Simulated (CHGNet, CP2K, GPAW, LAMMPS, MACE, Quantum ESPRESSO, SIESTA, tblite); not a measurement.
# Glassy 68TiO2-32SiO2 (mol %) (84 atoms) in tblite

Wanted: tblite inputs and outputs for glassy 68TiO2-32SiO2 (mol %) (84 atoms), checked against a plane-wave reference.

Program: tblite 0.8.0. Level of theory: the method is named at each step. Results are calculated unless marked as measured.

## 1. The structure

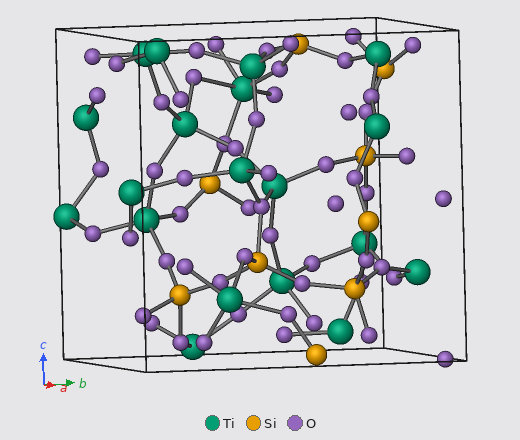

The starting structure, seen slightly off an axis (titanium teal, silicon orange, oxygen purple). Bonds to atoms that aren't drawn are left out. Some periodic images of atoms are drawn too.

The cell holds 84 atoms: 19 Ti, 9 Si and 56 O. Its edges and angles: a = 10.476 Å, b = 10.476 Å, c = 10.476 Å, α = 90.0°, β = 90.0°, γ = 90.0°. 84 atoms (19 Ti, 9 Si, 56 O) placed at random at 3.07 g/cm³, melted at 4000 K for 10 ps at fixed volume with the Morse and Coulomb pair potential with partial charges (Pedone, Malavasi, Menziani, Cormack and Segre, J. Phys. Chem. B 110, 11780 (2006)). Quenched from 4000 K to 300 K at 10 K/ps and fixed volume, held 10 ps at zero pressure.

The yardstick, on the same geometry:

```
method                                           : Kohn-Sham DFT, PBE, SSSP efficiency 1.3.0 pseudopotentials, plane waves (Quantum ESPRESSO 7.5); sssp-pbe-1.3.0-efficiency, cutoffs 60/480 Ry, Γ point
r.m.s. force component                           : 1.133 eV/Å
longest force                                    : 4.744 eV/Å
pressure                                         : 6.093 GPa
gap (highest filled to lowest empty level) : 2.38 eV
time                                             : 8.6 min on 2 MPI ranks of Arm Neoverse V1, shared host
CPU time                                         : 17 min
```

## 2. GFN1-xTB

Method: GFN1-xTB tight binding, diagonalisation.

Contents of run.py:

```python
import numpy as np
from ase.io import read
from tblite.ase import TBLite

atoms = read("structure.xyz")
atoms.calc = TBLite(method="GFN1-xTB", electronic_temperature=580, accuracy=1.0, max_iterations=250, mixer_damping=0.4, verbosity=1)
energy = atoms.get_potential_energy()
forces = atoms.get_forces()
print(f"energy {energy:.6f} eV")
print("forces (eV/A)")
for i, (a, f) in enumerate(zip(atoms, forces)):
    print(f"{i:4d} {a.symbol:2s} {f[0]:10.5f} {f[1]:10.5f} {f[2]:10.5f}")
stress = -atoms.get_stress(voigt=False) * 160.21766
print("stress (GPa, compression positive)")
for row in stress:
    print(" ".join(f"{x:10.4f}" for x in row))
print("charges (e)")
print(np.array2string(atoms.get_charges(), precision=4, suppress_small=True, max_line_width=110, threshold=100000))
```

Contents of structure.xyz:

```xyz
84
Lattice="10.47594 0.00000 0.00000 0.00000 10.47594 0.00000 0.00000 0.00000 10.47594" Properties=species:S:1:pos:R:3 pbc="T T T"
Ti 5.31905 5.66246 5.51485
Ti 7.37202 8.61594 9.67652
Ti 2.67199 2.12997 4.45720
Ti 4.00181 3.12361 7.50685
Ti 2.00070 5.58682 8.46529
Ti 7.22746 0.49310 5.55466
Ti 5.77455 1.43112 9.86666
Ti 2.57006 9.25895 3.45601
Ti 2.73076 3.53050 0.38478
Ti 3.73321 6.24932 2.41659
Ti 7.50119 4.47930 9.42950
Ti 10.21855 2.85166 2.19691
Ti 9.90018 7.87497 7.49847
Ti 0.69445 0.74369 7.66378
Ti 8.23744 3.85996 6.18793
Ti 5.78450 10.14406 2.64413
Ti 0.75741 8.87029 0.60771
Ti 8.99464 0.98243 10.09221
Ti 0.07564 0.18700 4.52529
Si 5.15919 2.53036 2.15438
Si 4.89090 6.66416 9.95885
Si 7.40701 4.50759 3.21077
Si 4.78310 8.79874 6.33983
Si 10.24233 7.44242 4.51136
Si 7.86848 7.54739 2.29151
Si 10.40711 5.59478 0.36331
Si 3.28945 9.85430 9.00920
Si 0.93561 4.68002 5.45252
O 0.76485 6.90092 8.18213
O 9.40216 7.24254 5.86590
O 6.25770 0.66920 4.06875
O 10.42733 4.70548 1.67720
O 3.36906 2.25610 6.03058
O 6.83723 8.71001 2.89262
O 0.49017 1.23176 6.00837
O 1.11401 4.93637 9.86247
O 7.41435 0.06254 9.66468
O 4.70632 7.00914 1.08740
O 3.79711 9.04713 5.11634
O 5.21304 2.06659 8.28574
O 2.31455 0.71184 8.43376
O 7.86701 7.97952 0.79523
O 10.04527 4.26727 6.14906
O 2.07612 0.52181 4.05105
O 8.75191 3.75447 3.47969
O 6.99185 4.78792 4.95041
O 0.63558 8.84903 4.65834
O 2.66896 7.50643 2.88424
O 8.83604 10.26579 5.08617
O 4.36847 2.72029 0.61410
O 3.09753 4.95501 1.38680
O 1.43520 2.53486 1.12114
O 6.24167 3.58288 2.56619
O 3.96410 2.42885 3.18531
O 5.82829 7.93783 9.43034
O 4.57317 0.00618 9.78023
[... 24 atom lines left out ...]
O 1.17111 9.47978 2.16642
O 9.89809 9.92752 0.05385
O 0.58980 6.02691 4.62356
O 9.14717 7.61737 3.24513
```

Run with:

```
OMP_NUM_THREADS=1 python run.py > output.txt
```

What it wrote:

```text
------------------------------------------------------------
  cycle        total energy    energy error   density error
------------------------------------------------------------
      1     -261.4192598633  -2.6228150E+02   1.2491884E+00
      2     -304.8872355748  -4.3467976E+01   2.3841268E+00
      3     -295.8561089296   9.0311266E+00   7.6954583E-01
      4     -301.9864502905  -6.1303414E+00   5.1563348E-01
      5     -294.9891383612   6.9973119E+00   4.2874821E-01
      6     -305.5200918017  -1.0530953E+01   2.8909626E-01
      7     -307.1337573521  -1.6136656E+00   2.1424182E-01
      8     -307.9968633666  -8.6310601E-01   1.5058835E-01
      9     -308.4131538408  -4.1629047E-01   8.7407015E-02
     10     -308.5865639637  -1.7341012E-01   4.2328729E-02
     11     -308.6407971274  -5.4233164E-02   1.4283657E-02
     12     -308.6516315035  -1.0834376E-02   7.5252836E-03
     13     -308.6548259045  -3.1944010E-03   4.1642190E-03
     14     -308.6542650923   5.6081219E-04   4.1589599E-03
     15     -308.6555619471  -1.2968548E-03   1.6085449E-03
     16     -308.6556101688  -4.8221697E-05   9.9546997E-04
     17     -308.6556573079  -4.7139089E-05   6.2511416E-04
     18     -308.6556742905  -1.6982581E-05   3.9124855E-04
     19     -308.6556837089  -9.4183744E-06   1.6961523E-04
     20     -308.6556853589  -1.6500978E-06   8.4420890E-05
     21     -308.6556855032  -1.4428542E-07   7.0716395E-05
     22     -308.6556858161  -3.1291239E-07   2.9073987E-05
     23     -308.6556858628  -4.6605749E-08   1.4142240E-05
------------------------------------------------------------
 total:                                   5.088 sec
energy -8398.949017 eV
forces (eV/A)
   0 Ti    0.23058   -0.01929   -0.63509
   1 Ti    0.74942    0.89626   -0.16549
   2 Ti   -0.28782   -0.42398    0.27689
   3 Ti    0.03082   -0.40254    0.37575
   4 Ti   -0.07742    0.34955    0.10415
   5 Ti   -0.12844   -0.76886   -1.18352
   6 Ti   -0.16126   -0.02875    0.17008
   7 Ti    0.56062   -0.20738   -0.38132
   8 Ti   -1.45316    0.23264    0.22054
   9 Ti   -0.28159    0.17889   -0.81719
  10 Ti   -0.72717   -0.24551    1.75051
  11 Ti    0.18570    0.04333   -0.67777
  12 Ti    0.76822    0.52748   -0.14195
  13 Ti   -0.69211   -1.00607    0.03009
  14 Ti   -0.19646   -0.51061   -0.42391
  15 Ti   -0.45397    0.30574    1.33489
  16 Ti    0.29385    0.69349   -0.01843
  17 Ti    0.76732   -0.31353   -0.67935
  18 Ti   -0.64434    0.92362    0.52651
  19 Si   -1.37429   -2.85265   -2.98800
  20 Si    1.77140   -0.62732    0.87968
  21 Si   -0.05187    0.55322    2.40583
  22 Si   -0.45564    1.51520   -0.54196
  23 Si   -0.20934    1.17425   -0.08216
[...]
76 O     0.81996    1.28084    0.57953
  77 O     0.04630   -0.12689   -0.25868
  78 O     0.12999   -0.04967    0.50306
  79 O    -0.67969   -0.05033   -0.39692
  80 O     0.27153   -0.43249   -0.63066
  81 O     0.08233    0.71684   -0.01355
  82 O     0.72458    0.74816   -1.43476
  83 O     2.18131   -0.16660    1.11143
stress (GPa, compression positive)
   -5.5193    -0.1141    -0.5921
   -0.1141    -6.2663    -0.6629
   -0.5921    -0.6629    -4.7485
charges (e)
[ 0.8696  0.8745  0.8725  0.8661  0.8985  0.8464  0.9192  0.9279  0.8654  0.8473  0.8634  0.9159  0.8526
  0.8356  0.9175  0.8456  0.8564  0.8378  0.8794  0.5726  0.5421  0.5473  0.5044  0.5567  0.5446  0.5246
  0.5324  0.5339 -0.44   -0.3612 -0.4394 -0.3697 -0.4323 -0.3698 -0.4435 -0.3534 -0.4646 -0.3496 -0.3784
 -0.4285 -0.3727 -0.3352 -0.3426 -0.4579 -0.3552 -0.378  -0.3592 -0.4437 -0.4471 -0.3639 -0.446  -0.457
 -0.1949 -0.3256 -0.3267 -0.3621 -0.4449 -0.4355 -0.3441 -0.4429 -0.3412 -0.3528 -0.4705 -0.4455 -0.3638
 -0.3497 -0.2319 -0.3375 -0.331  -0.4378 -0.4673 -0.4517 -0.4248 -0.2261 -0.3639 -0.3783 -0.4427 -0.4456
 -0.4377 -0.3308 -0.4458 -0.4533 -0.2292 -0.2252]
```

Run time: 5.9 s. Hardware: 1 thread of Arm Neoverse V1, shared host; peak memory 0.12 GiB.

Banners, paths, timers and routine set-up lines are dropped from the logs unmarked, and long logs keep their key lines alone; longer cuts are marked.

Against the reference:

```
r.m.s. force component                  : 0.7936 eV/Å
r.m.s. difference of force components   : 824.9 meV/Å
longest difference of force vectors     : 3057 meV/Å
force difference over r.m.s. force      : 72.78 %
slope of forces against the reference's : 0.4803
correlation of force components         : 0.686
pressure                                : -5.511 GPa
pressure difference                     : -11.6 GPa
```

Length of the force difference by element (eV/Å):

```csv
element,atoms,mean,most
O,56,1.2,2.6
Si,9,1.2,2.1
Ti,19,1.5,3.1
```

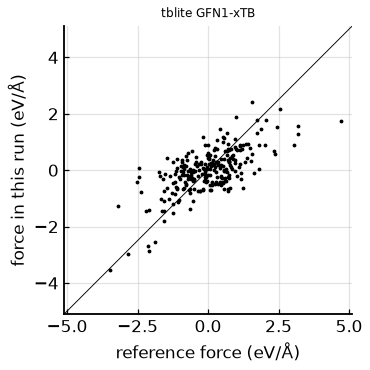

Force components against those of the reference; the line marks equality.

A closer look about Si27, one of the 9 Si atoms: 13 atoms, nearest first, numbered in the order of the input, with positions taken from that point.

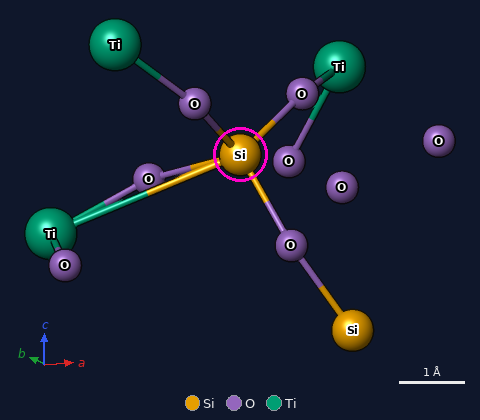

The atoms of the table, within 3.5 Å (arrows a, b, c point along x, y, z); some may hide others; the central atom is ringed.

```csv
atom,x,y,z,distance (Å),Mulliken charge (e),Fx,Fy,Fz (eV/Å)
Si27,0.00,0.00,0.00,0.00,0.53,-1.06,1.78,0.37
O56,1.28,0.63,0.77,1.62,-0.36,0.11,0.80,0.13
O68,-1.07,-0.71,1.00,1.63,-0.34,-0.04,-0.35,0.01
O74,0.57,-0.75,-1.33,1.63,-0.23,0.06,-0.32,0.40
O41,-0.97,1.33,-0.58,1.75,-0.37,-0.10,-0.66,-0.41
O55,2.54,-1.92,0.42,3.21,-0.33,-0.26,-0.41,-0.04
Ti14,-2.59,1.37,-1.35,3.23,0.84,-0.69,-1.01,0.03
Si23,1.49,-1.06,-2.67,3.24,0.50,-0.46,1.52,-0.54
Ti7,2.49,2.05,0.86,3.34,0.92,-0.16,-0.03,0.17
O40,1.92,2.69,-0.72,3.38,-0.43,-0.69,0.71,-0.16
Ti17,-2.53,-0.98,2.07,3.42,0.86,0.29,0.69,-0.02
O60,-3.07,-0.39,-1.49,3.44,-0.44,-0.41,0.30,0.04
O80,0.28,-3.49,0.12,3.50,-0.33,-0.68,-0.05,-0.40
```

Atoms are counted from 1 here, from 0 in the log.

Forces lie 73 % from the reference's, at 0.0056 times its CPU time (on 1 against 2 cores).

## 3. Summary of results

| Item | Value |
| --- | --- |
| force difference from the reference | tblite GFN1-xTB, 73 % |
| its CPU time | 5.8 s |

**Reading.** Tight binding differs by 73 % (tblite GFN1-xTB); it is another model, with fitted parameters of its own, and the xTB methods hold dispersion. One electronic-structure run takes under half the reference's CPU time: tblite GFN1-xTB, at 73 % in 5.8 s against 17 min, too far off to be of use; its pressure misses by -11.6 GPa. Periodic xTB results under one method name differ between programs and library versions. The reference's pressure holds the uncorrected Pulay stress of its 60 Ry basis, so small pressure differences, and their order, may be the reference's own error. The quench rate of 10 K/ps is many orders above laboratory rates, so the cell is likely richer in defects and strain than a real sample. The network of bonds at the start is that of the classical potential that made the cell, and needn't be the one that DFT or experiment would give. The electronic-structure runs sample only Γ, in a cell whose shortest periodic width is 10 Å.

[Also dropped from logs without a mark: logging warnings of Python, and SIESTA's first energy breakdown and zero terms.]

[Logs are printed without paths, hosts, clocks, repeated set-up lines and the standing remarks that a program may print on its own settings, such as how far it seeks lower states.]

[Hosts, paths, dates, database ids (printed as entryN), source tags and the programs' standing remarks are cut or masked in the printed files.]
